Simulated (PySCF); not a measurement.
# NMR shielding calculation of C6H13OP

The run: NMR shielding calculation of C6H13OP. Method and program: GIAO PBE0/pcSseg-1 NMR shielding, non-relativistic, IEF-PCM methanol (PySCF 2.14.0).

The geometry comes from this level: PBE0-D3(BJ)/def2-SVP. It belongs to a series of runs on one base structure; here: solvent methanol. Figures and captions count atoms from 1; the log counts them from 0 in places.

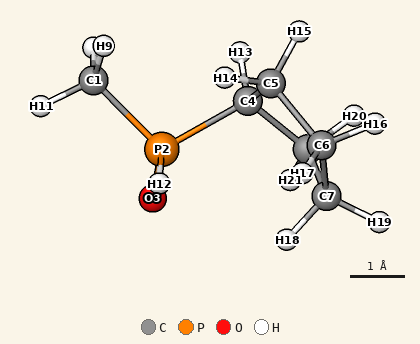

**Figure 1.** The input geometry (ball-and-stick view, seen at a tilt; atoms are numbered from 1 in the order of the input).

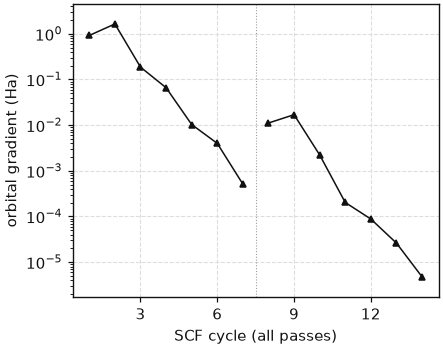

**Figure 2.** Convergence of the self-consistent field: orbital gradient against the SCF cycle. The dotted line marks the change from a coarse to the final integration grid. The first 7 cycles use a coarse grid, the final grid takes over at cycle 8, and the field converges after 14 cycles in all.

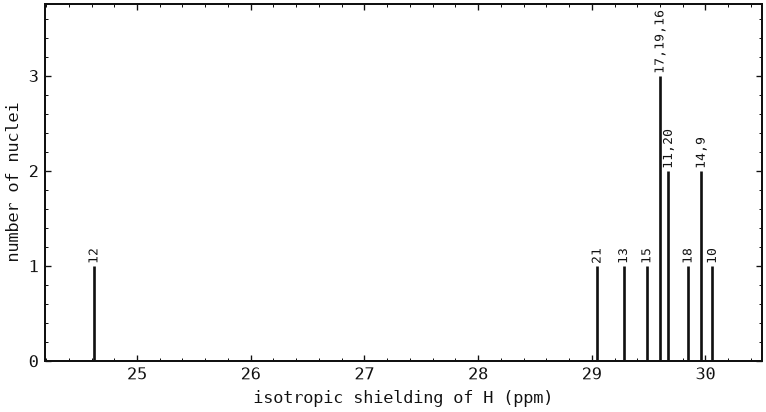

**Figure 3.** Isotropic shieldings of the hydrogen nuclei in this fixed geometry, labelled by atom number; shielding grows to the right, so chemical shift grows to the left. The least shielded is H12 (24.6 ppm), the most shielded H10 (30.1 ppm).

The input and output of the run follow.

**Input file**
```
{"job": {"kind": "nmr", "xc": "PBE0", "basis": "pcSseg-1", "solvent": "methanol", "pop": false}, "charge": 0, "multiplicity": 1}
C      2.639321     0.089591     0.699018
P      1.016111     0.866740     0.466339
O      1.048749     2.275606    -0.037479
C      0.067368    -0.306918    -0.583154
C     -0.529415    -1.460997     0.241738
C     -1.973847    -1.023079     0.586729
C     -2.166549     0.360031    -0.055519
C     -1.144644     0.406828    -1.187911
H      2.544674    -0.946207     1.057637
H      3.168787     0.098798    -0.265324
H      3.220701     0.678350     1.422422
H      0.418697     0.693984     1.757279
H      0.774375    -0.654496    -1.354824
H      0.064720    -1.687730     1.143210
H     -0.532272    -2.384191    -0.357304
H     -2.693045    -1.743924     0.168603
H     -2.153078    -1.000224     1.671920
H     -1.938206     1.160468     0.668383
H     -3.197674     0.533332    -0.397161
H     -1.504089    -0.160809    -2.062891
H     -0.899111     1.427824    -1.515721
```

The first line tells a small driver script what to run in PySCF; the rest is the geometry in Å.

Launch command:
```bash
OMP_NUM_THREADS=1 python <driver script> task.json out
```

**What the program printed**
```
coarse grid: 17288 points
cycle   1  E = -652.3030200842  dE =  9.940e-01  |g| = 9.199e-01  |ddm| = 4.046e+00
cycle   2  E = -651.9261785658  dE =  3.768e-01  |g| = 1.643e+00  |ddm| = 2.798e+00
cycle   3  E = -652.4616116301  dE = -5.354e-01  |g| = 1.863e-01  |ddm| = 2.177e+00
cycle   4  E = -652.4686676496  dE = -7.056e-03  |g| = 6.593e-02  |ddm| = 2.169e-01
cycle   5  E = -652.4697049001  dE = -1.037e-03  |g| = 1.030e-02  |ddm| = 5.824e-02
cycle   6  E = -652.4697253960  dE = -2.050e-05  |g| = 3.982e-03  |ddm| = 1.212e-02
cycle   7  E = -652.4697293555  dE = -3.960e-06  |g| = 5.104e-04  |ddm| = 3.674e-03
final grid: 160224 points
cycle   8  E = -652.5305052188  dE = -4.144e-05  |g| = 1.112e-02  |ddm| = 3.814e-02
cycle   9  E = -652.5304724715  dE =  3.275e-05  |g| = 1.692e-02  |ddm| = 2.481e-02
cycle  10  E = -652.5305328648  dE = -6.039e-05  |g| = 2.225e-03  |ddm| = 1.609e-02
cycle  11  E = -652.5305338191  dE = -9.543e-07  |g| = 2.023e-04  |ddm| = 1.960e-03
cycle  12  E = -652.5305338262  dE = -7.123e-09  |g| = 8.776e-05  |ddm| = 2.919e-04
cycle  13  E = -652.5305338279  dE = -1.634e-09  |g| = 2.609e-05  |ddm| = 1.034e-04
cycle  14  E = -652.5305338280  dE = -1.710e-10  |g| = 4.758e-06  |ddm| = 2.572e-05
converged SCF energy = -652.5305338280

GIAO shielding tensors (ppm)
atom      isotropic    diamagn.    paramagn.     s11        s22        s33       span
  0 C      170.936     256.595     -85.660    158.031    165.297    189.479     31.448
  1 P      300.887     966.249    -665.362    201.670    231.077    469.915    268.245
  2 O      257.474     397.514    -140.039    160.080    281.558    330.785    170.705
  3 C      142.156     257.183    -115.027    124.195    144.892    157.380     33.185
  4 C      159.264     248.859     -89.595    130.621    168.158    179.013     48.393
  5 C      159.708     247.463     -87.754    129.398    172.939    176.788     47.390
  6 C      157.708     250.326     -92.619    131.201    170.520    171.402     40.201
  7 C      155.980     248.436     -92.456    132.219    163.869    171.851     39.632
  8 H       29.980      31.113      -1.133     24.770     29.613     35.556     10.786
  9 H       30.061      29.793       0.268     26.147     28.198     35.840      9.693
 10 H       29.670      27.245       2.425     25.651     26.668     36.690     11.039
 11 H       24.622      30.356      -5.734     21.405     24.382     28.078      6.673
 12 H       29.280      34.657      -5.377     25.460     27.338     35.042      9.583
 13 H       29.947      32.082      -2.135     24.626     29.380     35.835     11.209
 14 H       29.485      31.209      -1.724     23.740     27.501     37.213     13.472
 15 H       29.615      29.262       0.353     23.859     27.483     37.504     13.644
 16 H       29.578      29.523       0.055     24.853     27.082     36.800     11.947
 17 H       29.847      31.394      -1.546     25.676     27.964     35.902     10.227
 18 H       29.608      29.301       0.308     24.509     26.777     37.539     13.030
 19 H       29.679      31.321      -1.642     24.494     27.037     37.506     13.013
 20 H       29.047      31.907      -2.860     24.173     27.951     35.018     10.845
```

**Results in brief**

| quantity | value |
| --- | --- |
| outcome | converged |
| total energy | −652.530534 hartree |
| HOMO | −7.63 eV |
| LUMO | 1.27 eV |
| dipole moment | 5.56 D |
| isotropic shielding, C | 142.2 to 170.9 ppm |
| isotropic shielding, P | 300.9 ppm |
| isotropic shielding, O | 257.5 ppm |
| isotropic shielding, H | 24.6 to 30.1 ppm |
| hardware | 1 CPU thread, shared host |
| wall time | 37 s |
| peak memory | 1.2 GiB |
